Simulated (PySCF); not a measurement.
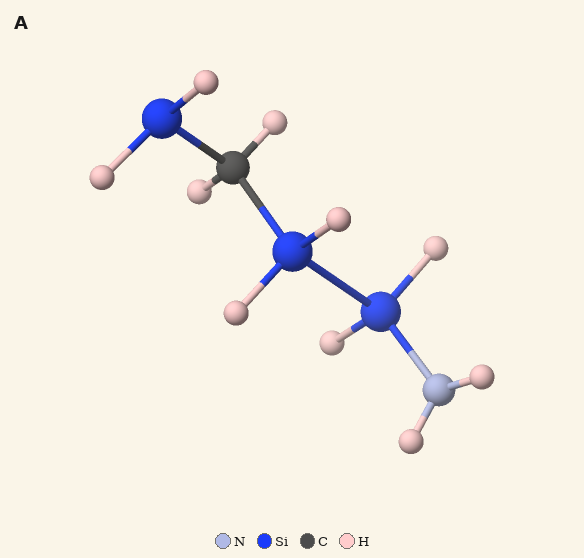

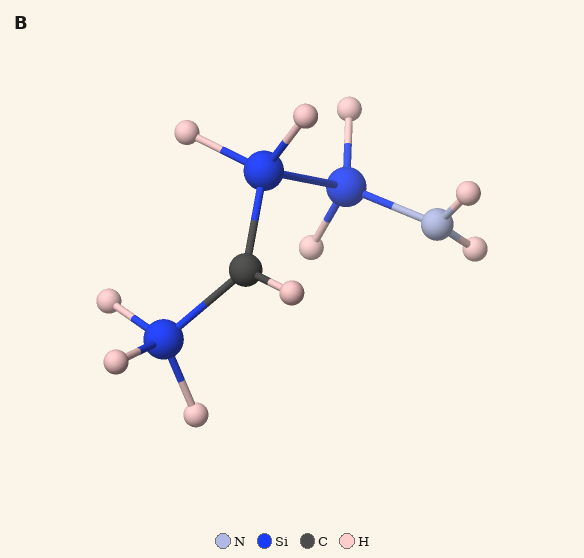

2 stationary structures of one formula. Charge 0, doublet. Geometries: PBE0-D3(BJ)/def2-SVP. Electronic energies: PBE0-D3(BJ)/def2-SVP (PySCF 2.14.0), without zero-point energy. No frequency run is at hand to confirm each as a minimum. Each is one conformer, not always the lowest.

**Which structure is the most stable?**

A is lowest; B lies 41.6 kJ/mol above it. A is `N[SiH2][SiH2]C[SiH2]`, B is `N[SiH2][SiH2][CH][SiH3]`.
